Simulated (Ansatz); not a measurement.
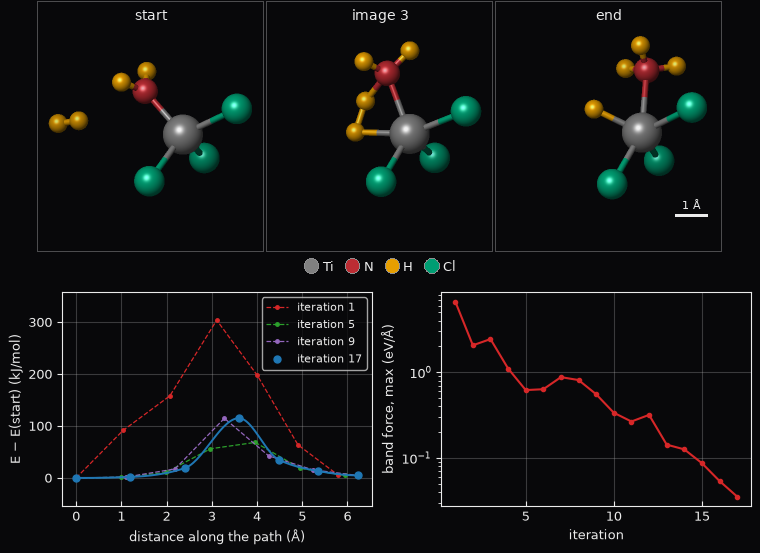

A nudged-elastic-band calculation for TiNH₄Cl₃, made up at the start of TiNH2Cl3 and H₂. Images are numbered from 0 (start) to 6 (end). The plot follows the band through its iterations. The picture is a ball-and-stick view, seen at a tilt.

The calculation used RKS PBE/def2-SVP (Ansatz 0.2.0). Set-up: 5 movable images; climbing image; force threshold 0.05 eV/Å; iteration limit 60; starting path through a guess of the saddle point.

Judge this run.

The result is final at these settings. The band converged in 17 iterations. The largest component of the band force went from 6.7 to 0.036 eV/Å. The climbing image converged on the top of the path. Its vibrational analysis gives one imaginary mode (1212i cm⁻¹), as a transition state must have. The first iteration put the highest image at 303.8 kJ/mol. Forward barrier 115.0 kJ/mol, backward barrier 110.1 kJ/mol, with image 3 at the top; the reaction energy is +4.9 kJ/mol.

Limits of the set-up: the start holds two separate molecules, 2.7 Å apart at their closest, whose relative position is a soft coordinate and is computed without a dispersion correction.

Cost: 2.9 min on 4 threads of Intel(R) Xeon(R) Platinum 8259CL CPU @ 2.50GHz (Skylake/Cascade Lake) (shared host), peak memory 0.23 GiB.
